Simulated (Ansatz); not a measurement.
# SiAsH₂ (doublet): from Hartree-Fock to the top rungs, cc-pVTZ

Aim: climb from Hartree-Fock through coupled cluster and multireference methods for SiAsH₂ (doublet) at one geometry and basis, and see what each rung misses.

Computed with Ansatz 0.2.0, Gaussian basis. Level: cc-pVTZ, core rule «outside noble gas», up to 19 orbitals frozen.

To be run: UHF; CCSD(T) on ROHF; CCSD(T) on UHF; BCCD(T) on ROHF; CCSDT(Q) on ROHF; CCSDT(Q) on UHF; CASSCF and MRCISD+Q, 11 electrons in 10 orbitals; CASSCF and NEVPT2, 11 electrons in 10 orbitals.

5 further runs of the same task are left out: 5 set aside as unsound or not needed. Runs told in other sessions of the task aren't counted.

## 1. The geometry

The geometry is a PBE0/def2-TZVP stationary point (not a proven minimum). No spin-orbit coupling is included. The filled d shell of As may be among the frozen orbitals whatever the setting's name suggests.

4 atoms, charge 0, spin multiplicity 2.

Atoms are counted from 1 here; the program's logs count them from 0.

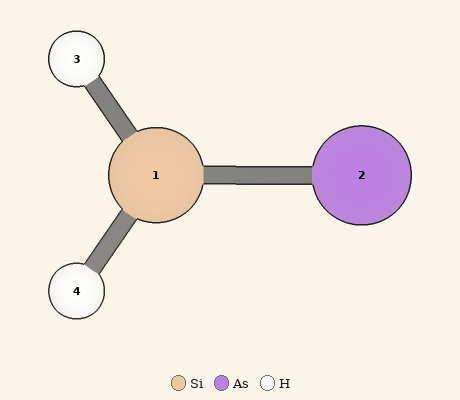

The geometry (silicon light orange, arsenic purple, hydrogen white); atoms are numbered from 1 in the order of the file.

In the tables R marks a restricted open-shell determinant and U an unrestricted one; 'valence' is the active space of 11 electrons in 10 orbitals; energies count from the table's Hartree-Fock row.

## 2. UHF

Input file in.yaml:

```yaml
crystal:
  periodic: [false, false, false]
  atoms:
    - {symbol: Si, position_ang: [0.000000, 0.000000, 1.527212]}
    - {symbol: As, position_ang: [0.000000, 0.000000, -0.636167]}
    - {symbol: H, position_ang: [0.000000, 1.225885, 2.366293]}
    - {symbol: H, position_ang: [0.000000, -1.225885, 2.366293]}
basis:
  gaussian: {orbitals: cc-pVTZ}
magnetization: {spin_polarized: true, initial_magnetization: 1}
hamiltonian: {xc: hf}
output: {orbitals: {seedname: orbitals}}
```

On the command line:

```console
> ansatz run in.yaml --threads 1 --pin off --events-out ev --progress --plain --max-ram 4096MiB --backend cpu
```

Standard output:

```text
Functional definition: HF
  name "HF"
  cite "Fock, Z. Phys. 61, 126 (1930) doi:10.1007/BF01340294"
  parent pbe
  exchange = exact_x
  correlation = 0
955 factors; their error is unknown
mean field evaluation 1: about -68687.3012 eV, gradient 8.0e0 eV
mean field evaluation 2: about -68688.0650 eV, gradient 3.1e0 eV
mean field evaluation 4: about -68688.2178 eV, gradient 5.2e-1 eV
mean field evaluation 8: about -68688.1984 eV, gradient 3.4e-1 eV
mean field evaluation 16: about -68690.2932 eV, gradient 2.9e-4 eV
mean field -68690.29318130 eV, -2524.3217144598 hartree, gradient 1.2e-5 eV, S^2 1.177341; 0 other end points of the search recorded, 0 dependent functions left out
reference -68690.29318130 eV, -2524.3217144598 hartree; 25, 24 occupied and 80, 81 virtual orbitals, 955 factors
Total energy: -68690.29318130 eV, -2524.3217144598 hartree
```

It took 2.5 s on 1 thread of AMD EPYC 7R13, shared host.

From the report: ⟨S²⟩ of the determinant 1.177 (pure doublet: 0.75).

## 3. CCSD(T) on ROHF

in.yaml, as its differences from that of step 2:

```diff
@@ -9,4 +9,3 @@
   gaussian: {orbitals: cc-pVTZ}
-magnetization: {spin_polarized: true, initial_magnetization: 1}
-hamiltonian: {xc: hf}
-output: {orbitals: {seedname: orbitals}}
+magnetization: {spin_polarized: false, initial_magnetization: 1}
+correlation: {method: ccsd_t, electrons: outside_noble_gas}
```

On the command line:

```console
> ansatz run in.yaml --threads 2 --pin off --events-out ev --progress --plain --max-ram 24576MiB --backend cuda --devices 0, --max-vram 18GiB
```

Standard output, shortened:

```text
Functional definition: HF
  name "HF"
  cite "Fock, Z. Phys. 61, 126 (1930) doi:10.1007/BF01340294"
  parent pbe
[...]
643 factors; integrals over basis functions are off by at most 1.1e-3 eV
[...]
mean field -68690.00618826 eV, -2524.3111676600 hartree, gradient 4.0e-6 eV, S^2 0.750000; 8 other end points of the search recorded, 0 dependent functions left out
[...]
determinant -68690.00618826 eV, -2524.3111676600 hartree, with singles and doubles -68697.24507061 eV, -2524.5771916796 hartree
determinant -68689.00382233 eV, -2524.2743313917 hartree, with singles and doubles -68696.05664139 eV, -2524.5335177113 hartree
determinant -68687.28357120 eV, -2524.2111133285 hartree, with singles and doubles -68694.49487518 eV, -2524.4761238619 hartree
determinant -68686.94222599 eV, -2524.1985691234 hartree, with singles and doubles -68694.44873196 eV, -2524.4744281299 hartree
19 core orbitals not correlated: weight in the atoms' cores, before any rotation towards them, 1.000 or more for the frozen orbitals, at most 0.000 for the correlated occupied ones
reference -68690.00618826 eV, -2524.3111676600 hartree; 6, 5 occupied and 80, 81 virtual orbitals, 643 factors
second order -6.16542918 eV of doubles, -0.06795467 eV of singles
cycle   1  -7.11683546 eV  change   -3.8e-1 eV  update   2.2e-2
[...]
cycle  11  -7.13407019 eV  change   -1.5e-6 eV  update   6.8e-6
perturbative correction -0.36511926 eV, -0.0134178853 hartree
Total energy: -68697.50537771 eV, -2524.5867577892 hartree
```

Run time: 14 s. Hardware: 1 × H100 (card shared with other runs) with 2 threads of AMD EPYC 7R13, shared host; peak host memory 0.81 GiB.

From the report: correlation -7.4992 eV; T1 0.028; largest double amplitude 0.13.

## 4. CCSD(T) on UHF

in.yaml, as its differences from that of step 3:

```diff
@@ -9,3 +9,3 @@
   gaussian: {orbitals: cc-pVTZ}
-magnetization: {spin_polarized: false, initial_magnetization: 1}
+magnetization: {spin_polarized: true, initial_magnetization: 1}
 correlation: {method: ccsd_t, electrons: outside_noble_gas}
```

Same command.

Standard output, shortened:

```text
Functional definition: HF
  name "HF"
  cite "Fock, Z. Phys. 61, 126 (1930) doi:10.1007/BF01340294"
  parent pbe
[...]
643 factors; integrals over basis functions are off by at most 1.1e-3 eV
[...]
mean field -68690.29402733 eV, -2524.3217455507 hartree, gradient 1.4e-6 eV, S^2 1.177339; 10 other end points of the search recorded, 0 dependent functions left out
determinant -68690.29402733 eV, -2524.3217455507 hartree, with singles and doubles -68697.20962870 eV, -2524.5758892138 hartree
determinant -68689.08023458 eV, -2524.2771394900 hartree, with singles and doubles -68696.05738238 eV, -2524.5335449425 hartree
determinant -68688.58284155 eV, -2524.2588606332 hartree, with singles and doubles -68694.96856315 eV, -2524.4935315737 hartree
determinant -68687.40958902 eV, -2524.2157443981 hartree, with singles and doubles -68694.49348338 eV, -2524.4760727142 hartree
determinant -68687.30012733 eV, -2524.2117217553 hartree, with singles and doubles -68694.39483011 eV, -2524.4724472735 hartree
determinant -68687.12741805 eV, -2524.2053748062 hartree, with singles and doubles -68694.45213944 eV, -2524.4745533523 hartree
determinant -68686.87842383 eV, -2524.1962244373 hartree, with singles and doubles -68694.41570133 eV, -2524.4732142767 hartree
19 core orbitals not correlated: weight in the atoms' cores, before any rotation towards them, 1.000 or more for the frozen orbitals, at most 0.000 for the correlated occupied ones
reference -68690.29402733 eV, -2524.3217455507 hartree; 6, 5 occupied and 80, 81 virtual orbitals, 643 factors
second order -5.69764888 eV of doubles, -0.00000000 eV of singles
cycle   1  -6.81370989 eV  change   -4.4e-1 eV  update   2.4e-2
[...]
cycle  11  -6.84372468 eV  change   -1.4e-6 eV  update   6.7e-6
perturbative correction -0.34515513 eV, -0.0126842169 hartree
Total energy: -68697.48290714 eV, -2524.5859320109 hartree
```

It took 14 s on 1 × H100 (card shared with other runs) with 2 threads of AMD EPYC 7R13, shared host; peak host memory 0.81 GiB.

From the report: ⟨S²⟩ of the determinant 1.177 (pure doublet: 0.75); correlation -7.1889 eV; T1 0.060; largest double amplitude 0.14.

## 5. BCCD(T) on ROHF

in.yaml, as its differences from that of step 4:

```diff
@@ -9,3 +9,3 @@
   gaussian: {orbitals: cc-pVTZ}
-magnetization: {spin_polarized: true, initial_magnetization: 1}
-correlation: {method: ccsd_t, electrons: outside_noble_gas}
+magnetization: {spin_polarized: false, initial_magnetization: 1}
+correlation: {method: bccd_t, electrons: outside_noble_gas}
```

Same command.

Standard output, shortened:

```text
Functional definition: HF
  name "HF"
  cite "Fock, Z. Phys. 61, 126 (1930) doi:10.1007/BF01340294"
  parent pbe
[...]
643 factors; integrals over basis functions are off by at most 1.1e-3 eV
[...]
mean field -68690.00618826 eV, -2524.3111676600 hartree, gradient 4.0e-6 eV, S^2 0.750000; 8 other end points of the search recorded, 0 dependent functions left out
[...]
determinant -68690.00618826 eV, -2524.3111676600 hartree, with singles and doubles -68697.24507061 eV, -2524.5771916796 hartree
determinant -68689.00382233 eV, -2524.2743313917 hartree, with singles and doubles -68696.05664139 eV, -2524.5335177113 hartree
determinant -68687.28357120 eV, -2524.2111133285 hartree, with singles and doubles -68694.49487518 eV, -2524.4761238619 hartree
determinant -68686.94222599 eV, -2524.1985691234 hartree, with singles and doubles -68694.44873196 eV, -2524.4744281299 hartree
19 core orbitals not correlated: weight in the atoms' cores, before any rotation towards them, 1.000 or more for the frozen orbitals, at most 0.000 for the correlated occupied ones
reference -68690.00618826 eV, -2524.3111676600 hartree; 6, 5 occupied and 80, 81 virtual orbitals, 643 factors
second order -6.16542918 eV of doubles, -0.06795467 eV of singles
cycle   1  -7.11423455 eV  change   -3.8e-1 eV  update   2.5e-2
[...]
cycle  12  -7.12558589 eV  change    2.6e-6 eV  update   7.8e-6
perturbative correction -0.37227612 eV, -0.0136808952 hartree
Total energy: -68697.50405027 eV, -2524.5867090069 hartree
```

Run time: 13 s. Hardware: 1 × H100 (card shared with other runs) with 2 threads of AMD EPYC 7R13, shared host; peak host memory 0.82 GiB.

From the report: correlation -7.4979 eV; largest double amplitude 0.13.

## 6. CCSDT(Q) on ROHF

in.yaml, as its differences from that of step 5:

```diff
@@ -10,2 +10,2 @@
 magnetization: {spin_polarized: false, initial_magnetization: 1}
-correlation: {method: bccd_t, electrons: outside_noble_gas}
+correlation: {method: ccsdt_q, electrons: outside_noble_gas}
```

Same command.

Standard output, shortened:

```text
Functional definition: HF
  name "HF"
  cite "Fock, Z. Phys. 61, 126 (1930) doi:10.1007/BF01340294"
  parent pbe
[...]
1238 factors; integrals over basis functions are off by at most 1.7e-7 eV
[...]
mean field -68690.00619604 eV, -2524.3111679461 hartree, gradient 3.7e-6 eV, S^2 0.750000; 8 other end points of the search recorded, 0 dependent functions left out
[...]
determinant -68690.00619604 eV, -2524.3111679461 hartree, with singles and doubles -68697.24510163 eV, -2524.5771928197 hartree
determinant -68689.00383451 eV, -2524.2743318392 hartree, with singles and doubles -68696.05667577 eV, -2524.5335189750 hartree
determinant -68687.28359024 eV, -2524.2111140284 hartree, with singles and doubles -68694.49490969 eV, -2524.4761251303 hartree
determinant -68686.94223772 eV, -2524.1985695544 hartree, with singles and doubles -68694.44876994 eV, -2524.4744295255 hartree
19 core orbitals not correlated: weight in the atoms' cores, before any rotation towards them, 1.000 or more for the frozen orbitals, at most 0.000 for the correlated occupied ones
reference -68690.00619604 eV, -2524.3111679461 hartree; 6, 5 occupied and 80, 81 virtual orbitals, 1238 factors
second order -6.16546330 eV of doubles, -0.06795455 eV of singles
cycle   1  -6.81884256 eV  change   -5.8e-1 eV  update   1.0e-1
[...]
cycle  21  -7.54150120 eV  change    6.0e-8 eV  update   7.2e-7
perturbative correction -0.02497854 eV, -0.0009179445 hartree
Total energy: -68697.57267579 eV, -2524.5892309480 hartree
```

Run time: 40 s. Hardware: 1 × H100 (card shared with other runs) with 2 threads of AMD EPYC 7R13, shared host; peak host memory 1.2 GiB.

From the report: correlation -7.5665 eV; T1 0.028; largest double amplitude 0.17.

## 7. CCSDT(Q) on UHF

in.yaml, as its differences from that of step 6:

```diff
@@ -9,3 +9,3 @@
   gaussian: {orbitals: cc-pVTZ}
-magnetization: {spin_polarized: false, initial_magnetization: 1}
+magnetization: {spin_polarized: true, initial_magnetization: 1}
 correlation: {method: ccsdt_q, electrons: outside_noble_gas}
```

Launched as before.

Standard output, shortened:

```text
Functional definition: HF
  name "HF"
  cite "Fock, Z. Phys. 61, 126 (1930) doi:10.1007/BF01340294"
  parent pbe
[...]
1238 factors; integrals over basis functions are off by at most 1.7e-7 eV
[...]
mean field -68690.29403591 eV, -2524.3217458660 hartree, gradient 1.4e-6 eV, S^2 1.177341; 10 other end points of the search recorded, 0 dependent functions left out
determinant -68690.29403591 eV, -2524.3217458660 hartree, with singles and doubles -68697.20965409 eV, -2524.5758901466 hartree
determinant -68689.08024689 eV, -2524.2771399424 hartree, with singles and doubles -68696.05741731 eV, -2524.5335462258 hartree
determinant -68688.58285991 eV, -2524.2588613080 hartree, with singles and doubles -68694.96859245 eV, -2524.4935326505 hartree
determinant -68687.40960755 eV, -2524.2157450791 hartree, with singles and doubles -68694.49352504 eV, -2524.4760742450 hartree
determinant -68687.30014275 eV, -2524.2117223218 hartree, with singles and doubles -68694.39485709 eV, -2524.4724482649 hartree
determinant -68687.12743020 eV, -2524.2053752527 hartree, with singles and doubles -68694.45218258 eV, -2524.4745549377 hartree
determinant -68686.87844550 eV, -2524.1962252336 hartree, with singles and doubles -68694.41572323 eV, -2524.4732150814 hartree
19 core orbitals not correlated: weight in the atoms' cores, before any rotation towards them, 1.000 or more for the frozen orbitals, at most 0.000 for the correlated occupied ones
reference -68690.29403591 eV, -2524.3217458660 hartree; 6, 5 occupied and 80, 81 virtual orbitals, 1238 factors
second order -5.69767288 eV of doubles, -0.00000000 eV of singles
cycle   1  -6.37117796 eV  change   -6.7e-1 eV  update   1.0e-1
[...]
cycle  22  -7.25481021 eV  change    1.9e-7 eV  update   2.1e-7
perturbative correction -0.02822784 eV, -0.0010373540 hartree
Total energy: -68697.57707395 eV, -2524.5893925776 hartree
```

Run time: 44 s. Hardware: 1 × H100 (card shared with other runs) with 2 threads of AMD EPYC 7R13, shared host; peak host memory 1.1 GiB.

From the report: ⟨S²⟩ of the determinant 1.177 (pure doublet: 0.75); correlation -7.2830 eV; T1 0.071; largest double amplitude 0.18.

## 8. CASSCF and MRCISD+Q, 11 electrons in 10 orbitals

in.yaml, as its differences from that of step 7:

```diff
@@ -9,3 +9,3 @@
   gaussian: {orbitals: cc-pVTZ}
-magnetization: {spin_polarized: true, initial_magnetization: 1}
-correlation: {method: ccsdt_q, electrons: outside_noble_gas}
+magnetization: {spin_polarized: false, initial_magnetization: 1}
+correlation: {method: fic_mrcisd_q, electrons: outside_noble_gas, active_space: {window: {electrons: 11, orbitals: 10}, shells: [{species: As, l: s, shell: 4}, {species: As, l: p, shell: 4}, {species: H, l: s, shell: 1}, {species: Si, l: s, shell: 3}, {species: Si, l: p, shell: 3}]}}
```

The command is unchanged.

Standard output, shortened:

```text
Functional definition: HF
  name "HF"
  cite "Fock, Z. Phys. 61, 126 (1930) doi:10.1007/BF01340294"
  parent pbe
[...]
1238 factors; integrals over basis functions are off by at most 1.7e-7 eV
[...]
mean field -68690.00619604 eV, -2524.3111679461 hartree, gradient 3.7e-6 eV, S^2 0.750000; 6 other end points of the search recorded, 0 dependent functions left out
reference -68690.00619604 eV, -2524.3111679461 hartree; 25, 24 occupied and 80, 81 virtual orbitals, 1238 factors
state -68692.10675136 eV, -2524.3883619303 hartree
contracted CI cycle   1: correlation 0.00000000 eV, 0.0000000000 hartree, residual 1.80e1 eV
contracted CI cycle   2: correlation -4.69602353 eV, -0.1725756818 hartree, residual 3.62e0 eV
contracted CI cycle   3: correlation -4.90113914 eV, -0.1801135413 hartree, residual 8.48e-1 eV
contracted CI cycle   4: correlation -4.91141915 eV, -0.1804913248 hartree, residual 2.11e-1 eV
contracted CI cycle   5: correlation -4.91202498 eV, -0.1805135885 hartree, residual 5.50e-2 eV
contracted CI cycle   6: correlation -4.91206446 eV, -0.1805150393 hartree, residual 1.41e-2 eV
contracted CI cycle   7: correlation -4.91206702 eV, -0.1805151334 hartree, residual 3.68e-3 eV
contracted CI cycle   8: correlation -4.91206719 eV, -0.1805151397 hartree, residual 9.82e-4 eV
state -68692.10675136 eV, -2524.3883619303 hartree; corrected -68697.48894257 eV, -2524.5861538090 hartree
Total energy: -68697.48894257 eV, -2524.5861538090 hartree
Checks for a lower state left out: starts, orbital_swaps
```

It took 9 s on 1 × H100 (card shared with other runs) with 2 threads of AMD EPYC 7R13, shared host; peak host memory 0.92 GiB.

From the report: 13,328 determinants; active occupations 1.99, 1.98, 1.97, 1.97, 1.90, 1.00, 0.11, 0.04, 0.02, 0.02.

## 9. CASSCF and NEVPT2, 11 electrons in 10 orbitals

Input file in.yaml:

```yaml
crystal:
  periodic: [false, false, false]
  atoms:
    - {symbol: Si, position_ang: [0.000000, 0.000000, 1.527212]}
    - {symbol: As, position_ang: [0.000000, 0.000000, -0.636167]}
    - {symbol: H, position_ang: [0.000000, 1.225885, 2.366293]}
    - {symbol: H, position_ang: [0.000000, -1.225885, 2.366293]}
basis:
  gaussian: {orbitals: cc-pVTZ}
magnetization: {spin_polarized: false, initial_magnetization: 1}
correlation: {method: sc_nevpt2, electrons: outside_noble_gas, active_space: {window: {electrons: 11, orbitals: 10}, shells: [{species: As, l: s, shell: 4}, {species: As, l: p, shell: 4}, {species: H, l: s, shell: 1}, {species: Si, l: s, shell: 3}, {species: Si, l: p, shell: 3}]}}
```

Same command.

Standard output:

```text
Functional definition: HF
  name "HF"
  cite "Fock, Z. Phys. 61, 126 (1930) doi:10.1007/BF01340294"
  parent pbe
  exchange = exact_x
  correlation = 0
1238 factors; integrals over basis functions are off by at most 1.7e-7 eV
mean field evaluation 1: about -68689.1888 eV, gradient 1.0e1 eV
mean field evaluation 2: about -68689.1948 eV, gradient 1.0e1 eV
mean field evaluation 4: about -68689.9874 eV, gradient 2.3e0 eV
mean field evaluation 8: about -68690.0061 eV, gradient 9.3e-2 eV
mean field evaluation 16: about -68689.0038 eV, gradient 7.6e-3 eV
mean field evaluation 32: about -68690.0019 eV, gradient 4.0e-1 eV
mean field -68690.00619604 eV, -2524.3111679461 hartree, gradient 3.7e-6 eV, S^2 0.750000; 6 other end points of the search recorded, 0 dependent functions left out
reference -68690.00619604 eV, -2524.3111679461 hartree; 25, 24 occupied and 80, 81 virtual orbitals, 1238 factors
state -68692.10675136 eV, -2524.3883619303 hartree
state -68692.10675136 eV, -2524.3883619303 hartree; corrected -68696.23264442 eV, -2524.5399857037 hartree
Total energy: -68696.23264442 eV, -2524.5399857037 hartree
Checks for a lower state left out: starts, orbital_swaps
```

It took 7.5 s on 1 × H100 (card shared with other runs) with 2 threads of AMD EPYC 7R13, shared host; peak host memory 0.81 GiB.

From the report: 13,328 determinants; active occupations 1.99, 1.98, 1.97, 1.97, 1.90, 1.00, 0.11, 0.04, 0.02, 0.02.

## 10. How many determinants matter

Natural occupations of the CASSCF valence state about the gap (report; correlated orbitals 2 to 10): 1.981, 1.973, 1.967, 1.897, 1.000, 0.108, 0.042, 0.020, 0.020. The count of effectively unpaired electrons, Σ n²(2 − n)², is 1.10; a single determinant of this spin has 1.

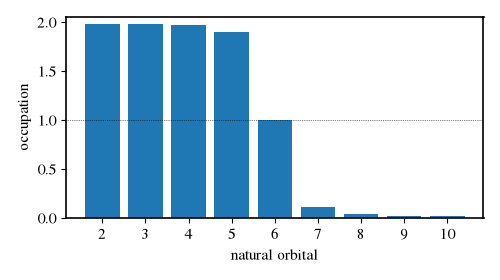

Natural occupations of the CASSCF valence state.

## 11. Misses and costs

The yardstick is RCCSDT(Q), where the cluster series has nearly closed. Rows without a time are mean-field rows or come out of runs for another level: lower rungs of the coupled-cluster runs, CASSCF and MRCISD of the multireference runs, or the Hartree-Fock search.

Differences are taken before rounding.

| method | energy from the lowest ROHF (kcal/mol) | from RCCSDT(Q) (kcal/mol) | time |
| --- | --- | --- | --- |
| ROHF | 0.00 | +174.49 |  |
| UHF | -6.64 | +167.85 |  |
| RMP2 | -143.75 | +30.74 |  |
| UMP2 | -138.03 | +36.46 |  |
| RCCSD | -164.52 | +9.97 |  |
| UCCSD | -164.46 | +10.03 |  |
| RCCSD(T) | -172.94 | +1.55 | 14 s |
| UCCSD(T) | -172.42 | +2.07 | 14 s |
| BCCD(T) | -172.90 | +1.58 | 13 s |
| RCCSDT | -173.91 | +0.58 |  |
| UCCSDT | -173.94 | +0.55 |  |
| RCCSDT(Q) | -174.49 | 0 | 40 s |
| UCCSDT(Q) | -174.59 | -0.10 | 44 s |
| CASSCF valence | -48.44 | +126.05 |  |
| NEVPT2 valence | -143.59 | +30.90 | 7.5 s |
| MRCISD valence | -161.72 | +12.77 |  |
| MRCISD+Q valence | -172.56 | +1.93 | 9 s |

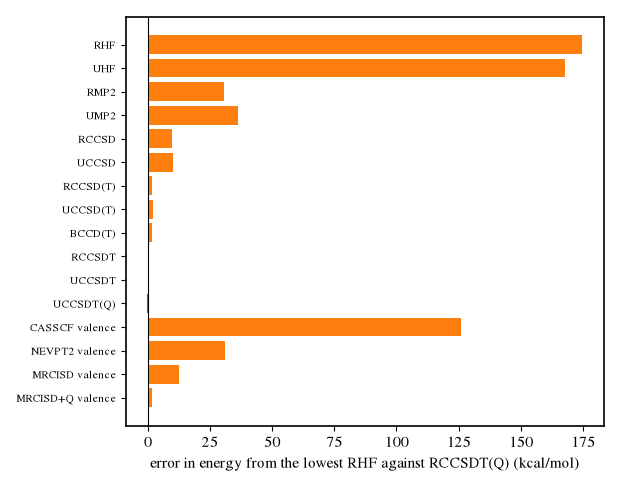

Deviations from RCCSDT(Q), method by method.

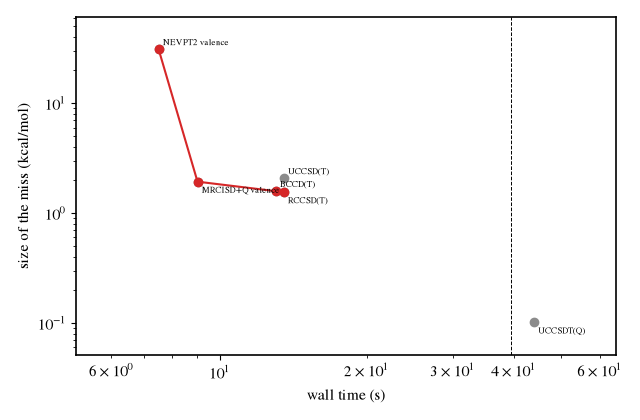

Miss against cost. Red marks the levels that no quicker level drawn beats (of those quicker than the yardstick), and the dashed line is the time of RCCSDT(Q). Times are from a shared host.

With the free atoms at the same levels and basis (separate runs), the atomisation energy is 8.980 eV at RCCSDT(Q), 8.952 eV at RCCSD(T), 8.910 eV at UCCSD(T), 6.079 eV at ROHF.

## 12. Outcome

```
                         quantity                      value
    RCCSDT(Q) from the ROHF energy                 -7.5665 eV
              RMP2 from RCCSDT(Q)            +30.74 kcal/mol
              UMP2 from RCCSDT(Q)            +36.46 kcal/mol
             RCCSD from RCCSDT(Q)             +9.97 kcal/mol
          RCCSD(T) from RCCSDT(Q)             +1.55 kcal/mol
          UCCSD(T) from RCCSDT(Q)             +2.07 kcal/mol
         UCCSDT(Q) from RCCSDT(Q)             -0.10 kcal/mol
    NEVPT2 valence from RCCSDT(Q)            +30.90 kcal/mol
  MRCISD+Q valence from RCCSDT(Q)             +1.93 kcal/mol
levels within 1 kcal/mol (43 meV)  RCCSDT, UCCSDT, UCCSDT(Q)
                    T1 diagnostic                      0.028
   effectively unpaired electrons                       1.10
```

**Reading.** RCCSD(T) lands +1.55 kcal/mol from the yardstick (0.9 % of the correlation energy). CCSD(T) misses by +1.55 kcal/mol on the restricted determinant and by +2.07 kcal/mol on the unrestricted one; the two need not hold the same state or core. One determinant dominates. Of the multireference levels listed MRCISD+Q valence comes nearest in total energy (+1.93 kcal/mol), which doesn't show that its space is the better one. These misses are within one basis, not against nature; the frozen cores of restricted and unrestricted runs differ, which can shift their rows.

RCCSD(T) reaches 1.55 kcal/mol from the reference in 14 s, where RCCSDT(Q) took 40 s; the quickest level in the cost chart, NEVPT2 valence, takes 7.5 s and misses by 30.90 kcal/mol.
